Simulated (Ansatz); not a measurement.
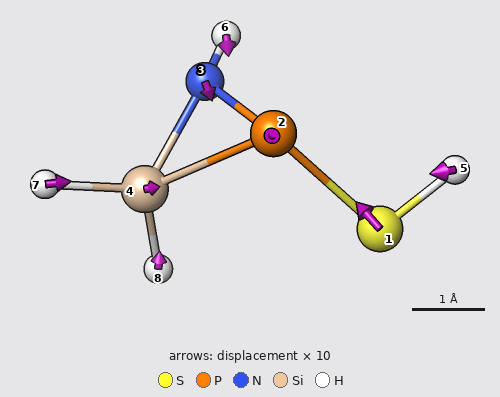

This is a relaxation of SiPNH$_{4}$S. The starting structure is drawn; purple arrows show the displacements, magnified 10 times. The two geometries are superimposed by the best rigid fit.

The picture is a ball-and-stick view, seen face on.

The start comes from PBE-D4/def2-SVP.

These are results of Ansatz, RKS PBE0-D4/def2-TZVP, not measurements.

The input:
```yaml
crystal:
  periodic: [false, false, false]
  atoms:
    - {symbol: S, position_ang: [-1.538672, 1.262969, -0.978505]}
    - {symbol: P, position_ang: [0.603478, 0.804995, -0.767457]}
    - {symbol: N, position_ang: [0.857460, 0.143869, 0.858915]}
    - {symbol: Si, position_ang: [0.376586, -1.286988, 0.002484]}
    - {symbol: H, position_ang: [-1.346535, 2.612980, -0.935328]}
    - {symbol: H, position_ang: [0.737190, 0.598312, 1.767683]}
    - {symbol: H, position_ang: [1.411012, -2.355314, -0.177434]}
    - {symbol: H, position_ang: [-1.008218, -1.838024, 0.173841]}
basis:
  gaussian: {orbitals: def2-TZVP}
hamiltonian: {xc: pbe0, dispersion: d4}
relax: {f_tol: 0.005, max_steps: 150}
```

Run as
```bash
ansatz run in.yaml --threads 2 --pin off --events-out ev --progress --plain --max-ram 4352MiB
```

> What did the optimiser do to the structure, and how much energy did it gain?

The atom that moves furthest after the best rigid fit is S1 (0.055 Å). By element the largest moves are S 0.055 Å, H 0.042 Å, N 0.031 Å, P 0.029 Å, Si 0.024 Å. Some distances before and after: S1–P2 2.201 → 2.148 Å, P2–Si4 2.241 → 2.197 Å, P2–N3 1.774 → 1.740 Å, N3–Si4 1.736 → 1.704 Å. Over 7 accepted moves (9 points after the start) the energy falls by 0.072 eV. Largest force component: 0.79 eV/Å at the start, 0.0039 eV/Å at the end. The line search rejected the trial steps at points 5, 7 of the run.
